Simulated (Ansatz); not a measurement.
**Zr under a change: Ce on a Zr site, symmetric start**

Start from an 8-atom supercell of Zr in the hcp (Mg type) structure (space group P6_3/mmc, No. 194; a = 3.1842 Å, c = 5.1167 Å) at its relaxed geometry.

Modification: one Zr atom is replaced by Ce, atoms relaxed at fixed cell.

Computed with DFT with PBEsol, PAW potentials and a 420 eV plane-wave cutoff in Ansatz (a quantum-chemistry and plane-wave program), spin-orbit coupling left out. k-mesh 9×9×9 (Γ-centred); smearing 0.05 eV (Fermi–Dirac).

Pressure: 2.2 GPa (base 0.0 GPa)
Largest displacement of a host atom from its site in the perfect cell: 0.06 Å

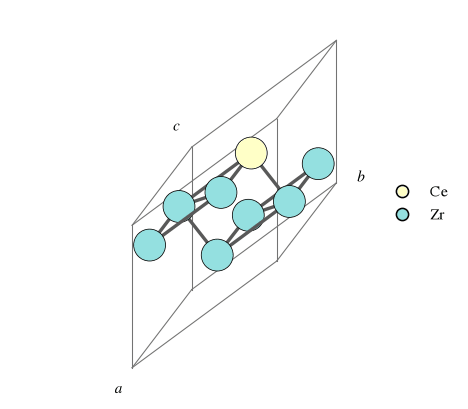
The relaxed cell after the change

Other magnetic orders, which the real material may have, were not ruled out. The 4f electrons are in the valence with no U and their state was not checked, so volumes and moments can be off. In so small a cell the defect repeats every few ångströms: this is an ordered compound, not a dilute defect. The defect started on the symmetric site and kept its symmetry, so it may sit on a saddle. Starting moments died away, wholly or in part, for Ce on a Zr site; another magnetic solution may exist. Spin-polarised in the final run: Ce on a Zr site; the other runs are not. The defect cell is spin-polarised and ends with 0.0 μB.
